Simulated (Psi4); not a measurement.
**HfN4H8 (SMILES N[Hf](N)(N)N) at M06-2X/def2-SVP (core potential)**

Aim: the vertical ionisation energy of HfN4H8 at M06-2X/def2-SVP (core potential), from 2 runs. 

The calculation is run with Psi4 1.11.

### Step 1. The structure to begin with

HfN4H8 has 13 atoms, charge 0, and is taken as a singlet. As SMILES, `N[Hf](N)(N)N`. Geometry: relaxed at PBE0-D4/def2-TZVP. This is one conformer, not always the lowest.

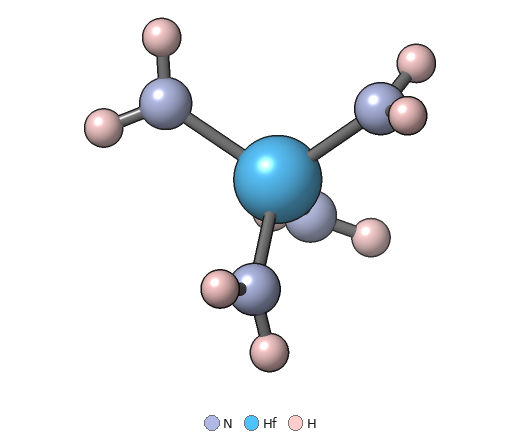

The structure, seen from a chosen angle (nitrogen light blue, hafnium blue, hydrogen pink).

### Step 2. The energy at M06-2X/def2-SVP (core potential)

calc.py reads:

```python
import psi4

psi4.set_memory('2200 MB')
psi4.set_num_threads(1)
psi4.set_output_file('psi4.out', False)

geom = psi4.geometry("""
0 1
N
Hf 1 2.048192
N 2 2.048287 1 108.5273
N 2 2.048164 1 109.91759 3 120.31153
N 2 2.04819 4 108.50567 1 -120.23767
H 1 1.009598 2 127.03486 4 -105.55474
H 1 1.01085 6 108.51176 2 175.30902
H 3 1.01088 2 124.293 4 -161.00682
H 3 1.009593 8 108.4942 2 -175.57325
H 4 1.009553 2 127.03924 5 -133.99532
H 4 1.010845 10 108.51001 2 -175.59205
H 5 1.009592 2 127.04768 4 -134.36609
H 5 1.01085 12 108.50543 2 -175.37786
units angstrom
symmetry c1
""")

options = {'basis': 'def2-SVP', 'puream': True, 'e_convergence': 1e-09, 'd_convergence': 1e-08, 'scf_type': 'pk', 'dft_radial_points': 99, 'dft_spherical_points': 590}
psi4.set_options(options)

e_tot, wfn = psi4.energy("M06-2X", return_wfn=True)
print(f'total energy {e_tot:.8f} hartree = {e_tot * 27.211386:.5f} eV')
```

Command:

```bash
$ python calc.py
```

psi4.out:

```text
[...]
    !!!  WARNING: ECP capability is in beta. Please check occupations closely.  !!!
[...]
  Running in c1 symmetry.
[...]
  Nuclear repulsion =  208.064729756711984
[...]
  Multiplicity = 1
[...]
  Nalpha       = 24
  Nbeta        = 24
[...]
    Number of basis functions: 128
[...]
   @RKS iter   1:  -270.86771462584016   -6.98036e-01   1.00555e-02 ADIIS/DIIS
[...]
   @RKS iter  11:  -271.61630735958607   -1.39266e-11   8.50786e-09 DIIS
[...]
    Orbital Energies [Eh]
    ---------------------
    Doubly Occupied:
       1A    -14.707585     2A    -14.707532     3A    -14.707509
       4A    -14.707487     5A     -2.556470     6A     -1.369153
       7A     -1.368878     8A     -1.368869     9A     -0.887989
      10A     -0.875957    11A     -0.875948    12A     -0.875615
      13A     -0.522608    14A     -0.519554    15A     -0.516217
      16A     -0.516203    17A     -0.442031    18A     -0.410965
      19A     -0.410464    20A     -0.410437    21A     -0.317611
      22A     -0.302669    23A     -0.291397    24A     -0.291345
[...]
  @RKS Final Energy:  -271.61630735958607
   => Energetics <=
    Nuclear Repulsion Energy =            208.0647297567119836
    One-Electron Energy =                -796.8841288916710255
    Two-Electron Energy =                 334.8921582782992914
    DFT Exchange-Correlation Energy =     -17.6890665029263481
    Empirical Dispersion Energy =           0.0000000000000000
    VV10 Nonlocal Energy =                  0.0000000000000000
    Total Energy =                       -271.6163073595860169
[...]
 Multipole Moments:
 ------------------------------------------------------------------------------------
     Multipole            Electronic (a.u.)      Nuclear  (a.u.)        Total (a.u.)
 ------------------------------------------------------------------------------------
 L = 1.  Multiply by 2.5417464519 to convert [e a0] to [Debye]
 Dipole X            :         -0.0023077            0.0022126           -0.0000951
 Dipole Y            :         -0.0170332            0.0145699           -0.0024633
 Dipole Z            :          0.0161600           -0.0145594            0.0016006
 Magnitude           :                                                    0.0029392
[...]
```

On the terminal:

```text
total energy -271.61630736 hartree = -7391.05618 eV
```

Run time: 44 s. Hardware: 1 thread of AMD EPYC 9R45 (Zen 5), shared host; peak memory 0.94 GiB.

### Step 3. The doublet cation: energy and gradient at UM06-2X/def2-SVP (core potential)

calc.py reads:

```python
import psi4

psi4.set_memory('2200 MB')
psi4.set_num_threads(1)
psi4.set_output_file('run.log', False)

mol = psi4.geometry("""
1 2
N     -1.892290     0.539860    -0.567300
Hf     0.000170    -0.000190     0.000180
N     -0.092830    -1.827950     0.920030
N      1.218200    -0.104950    -1.643110
N      0.766900     1.394050     1.289870
H     -2.332080     1.439560    -0.439190
H     -2.571790    -0.096310    -0.961490
H     -0.819050    -2.103730     1.566890
H      0.512350    -2.620290     0.761180
H      0.933270    -0.115740    -2.611560
H      2.228090    -0.081500    -1.605960
H      0.882860     1.300200     2.288380
H      1.166170     2.276990     1.002090
symmetry c1
""")

psi4.set_options({
    'reference': 'uks',
    'puream': True,
    'e_convergence': 1e-09,
    'd_convergence': 1e-08,
    'scf_type': 'pk',
    'dft_radial_points': 99,
    'dft_spherical_points': 590,
    'maxiter': 100,
})

result, w = psi4.gradient("m06-2x/def2-SVP", molecule=mol, return_wfn=True)
psi4.oeprop(w, "MAYER_INDICES", "QUADRUPOLE", "LOWDIN_CHARGES", title="M06-2X")
print('gradient / Eh bohr^-1')
print(result.np.round(6))
print(f'energy = {w.energy():.10f} Eh')
for k, v in sorted(psi4.core.scalar_variables().items()):
    print(f'{k:45s} {v:18.10f}')
```

Command:

```bash
$ python calc.py
```

run.log, shortened:

```text
[...]
    !!!  WARNING: ECP capability is in beta. Please check occupations closely.  !!!
[...]
  Running in c1 symmetry.
[...]
  Nuclear repulsion =  208.064739135954852
[...]
  Multiplicity = 2
[...]
  Nalpha       = 24
  Nbeta        = 23
[...]
    Number of basis functions: 128
[...]
   @UKS iter   1:  -270.69713290143545   -5.22857e-01   8.79168e-03 ADIIS/DIIS
[...]
   @UKS iter  32:  -271.28954317185747   -6.73595e-11   8.92275e-09 DIIS
[...]
   @S^2 Observed:                7.779228663E-01
[...]
  @UKS Final Energy:  -271.28954317185747
   => Energetics <=
    Nuclear Repulsion Energy =            208.0647391359548521
    One-Electron Energy =                -786.9557902627227577
    Two-Electron Energy =                 325.1258852007877067
    DFT Exchange-Correlation Energy =     -17.5243772458772611
    Empirical Dispersion Energy =           0.0000000000000000
    VV10 Nonlocal Energy =                  0.0000000000000000
    Total Energy =                       -271.2895431718574741
  UHF NO Occupations:
  HONO-2 :   22  A 1.9997701
  HONO-1 :   23  A 1.9871299
[...]
  -Total Gradient:
     Atom            X                  Y                   Z
    ------   -----------------  -----------------  -----------------
       1       -0.028067425886     0.006996097346    -0.007242888929
       2        0.053789253316     0.035147654838    -0.009119226747
       3       -0.002692602540    -0.026975882375     0.012553384310
       4       -0.009503556904    -0.006654592661     0.006595682919
       5       -0.011403607589    -0.006922312350    -0.003300228173
       6        0.004060546949    -0.008745612721     0.000159465474
       7        0.006328142302     0.005903498860     0.002109277022
       8        0.007124302288     0.002788400237    -0.004507817475
       9       -0.006266177313     0.007299030706     0.000350413439
      10        0.002657626219    -0.000941207806     0.014667961331
      11       -0.014391558437     0.006354504458     0.001463953573
      12       -0.003299968887     0.000377551931    -0.014582137736
[...]
```

The script printed:

```text
gradient / Eh bohr^-1
[[-0.028067  0.006996 -0.007243]
 [ 0.053789  0.035148 -0.009119]
 [-0.002693 -0.026976  0.012553]
 [-0.009504 -0.006655  0.006596]
 [-0.011404 -0.006922 -0.0033  ]
 [ 0.004061 -0.008746  0.000159]
 [ 0.006328  0.005903  0.002109]
 [ 0.007124  0.002788 -0.004508]
 [-0.006266  0.007299  0.00035 ]
 [ 0.002658 -0.000941  0.014668]
 [-0.014392  0.006355  0.001464]
 [-0.0033    0.000378 -0.014582]
 [-0.000184 -0.015826  0.001162]]
energy = -271.2895431719 Eh
CURRENT ENERGY                                   -271.2895431719
CURRENT REFERENCE ENERGY                         -271.2895431719
DD SOLVATION ENERGY                                 0.0000000000
DFT FUNCTIONAL TOTAL ENERGY                      -271.2895431719
DFT TOTAL ENERGY                                 -271.2895431719
DFT VV10 ENERGY                                     0.0000000000
DFT XC ENERGY                                     -17.5243772459
GRID ELECTRONS ALPHA                               24.0000000654
GRID ELECTRONS BETA                                23.0000001511
GRID ELECTRONS TOTAL                               47.0000002165
NUCLEAR REPULSION ENERGY                          208.0647391360
ONE-ELECTRON ENERGY                              -786.9557902627
PCM POLARIZATION ENERGY                             0.0000000000
PE ENERGY                                           0.0000000000
SCF ITERATION ENERGY                             -271.2895431719
SCF ITERATIONS                                     32.0000000000
SCF TOTAL ENERGY                                 -271.2895431719
TWO-ELECTRON ENERGY                               325.1258852008
XC GRID RADIAL POINTS                              99.0000000000
XC GRID SPHERICAL POINTS                          590.0000000000
XC GRID TOTAL POINTS                           720943.0000000000
```

Run time: 3.4 min. Hardware: 1 thread of AMD EPYC 9R45 (Zen 5), shared host; peak memory 0.94 GiB.

### Step 4. Outcome

At M06-2X/def2-SVP (core potential):

| quantity | value |
| --- | --- |
| singlet HfN4H8: total energy | -271.61631 Eh |
| singlet HfN4H8: dipole moment | 0.01 D |
| singlet HfN4H8: HOMO energy | -7.93 eV |
| singlet HfN4H8: LUMO energy | 0.83 eV |
| singlet HfN4H8: HOMO–LUMO gap | 8.76 eV |
| doublet cation: total energy | -271.28954 Eh |
| doublet cation: HOMO energy (highest over α and β) | -12.44 eV |
| doublet cation: LUMO energy (lowest over α and β) | -9.94 eV |
| doublet cation: ⟨S²⟩ | 0.778 |
| doublet cation: largest force on an atom | 3.337 eV/Å |
| vertical ionisation energy (to the doublet cation) | 8.892 eV |

In words: The vertical ionisation energy comes to 8.89 eV (205 kcal/mol). −ε(HOMO) before ionisation, 7.93 eV, is 0.96 eV below this ionisation energy.
